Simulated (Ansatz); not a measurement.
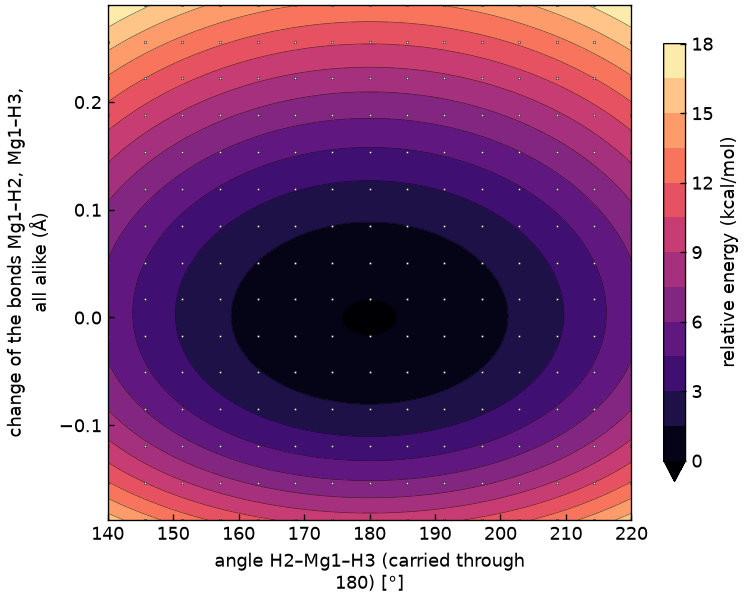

MgH2. The first coordinate is: angle H2–Mg1–H3 (carried through 180); the second: change of the bonds Mg1–H2, Mg1–H3, all alike. Nothing is relaxed (all other coordinates rigid). The grid has 15 × 15 points; 120 points were computed and 105 follow by symmetry. Points are written as (first, second). All energies are given in kcal/mol relative to the lowest grid point. Computed with RKS r2SCAN-D4/def2-TZVP in Ansatz.

Drawn: filled contours, dots at the grid points. Between grid points the surface is interpolated.

The lowest grid point is at (180.0°, −0.017 Å). It is the only kind of minimum in the scanned range. The highest grid point, (140.0°, 0.290 Å), lies 18.0 kcal/mol above the lowest. Round the minimum the two coordinates are nearly uncoupled.

The system is changed to HgH2; the new grid has 15 × 15 points, laid about the new relaxed structure.

How does the landscape change?

The lowest place stays at about (180°, 0.000 Å). The curvature at the minimum changes from about 1 to 3.4 eV/rad² along the first coordinate and from about 19 to 32 eV/Å² along the second coordinate.

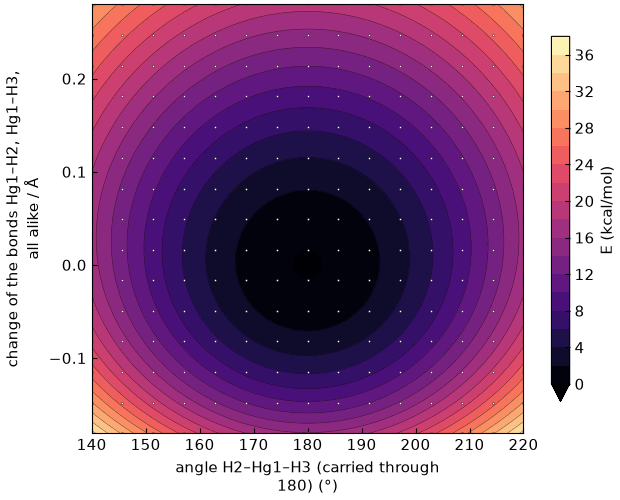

The map after the change, on a colour scale of its own. Drawn: filled contours, dots at the grid points. Between grid points the surface is interpolated.
